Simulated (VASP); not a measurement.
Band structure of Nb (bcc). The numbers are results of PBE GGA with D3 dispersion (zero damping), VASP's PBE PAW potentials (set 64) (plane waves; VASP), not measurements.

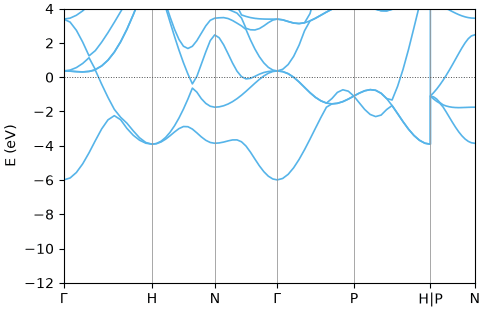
*Bands along high-symmetry lines, zero at the valence-band maximum or, without a gap, the Fermi level*

Task: Read the plot: is there a gap, and where are the band edges?

Result: It has no gap at this level: it comes out as a metal or semimetal. (Edges off the drawn lines would not show.)

The compound is Nb in the bcc structure. It was relaxed first.
